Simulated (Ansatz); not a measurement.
**SnTe, response to strain**

Take SnTe in the rock salt structure (space group Fm-3m, No. 225; a = 6.370 Å) as the base. Axes: x, y, z lie along the cube axes.

Strains are applied to the cell and any free atomic positions relax.

The values are results of r2SCAN/PAW in Ansatz (a first-principles code), no spin-orbit coupling, not measurements.

Notes on the quantities. energy relative to the base: free energy F.

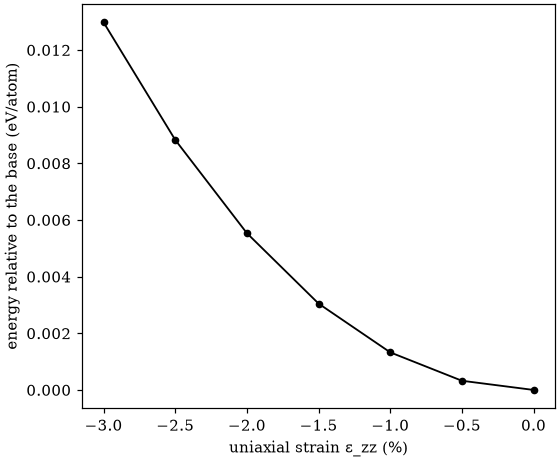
Figure. Energy relative to the base against uniaxial strain ε_zz

```
uniaxial strain ε_zz (%)  energy relative to the base
------------------------  ---------------------------
-3                                       +13 meV/atom
-2.5                                    +8.8 meV/atom
-2                                      +5.5 meV/atom
-1.5                                    +3.0 meV/atom
-1                                      +1.3 meV/atom
-0.5                                    +0.3 meV/atom
```

No phonon test of stability was made. The final runs are not spin-polarised.
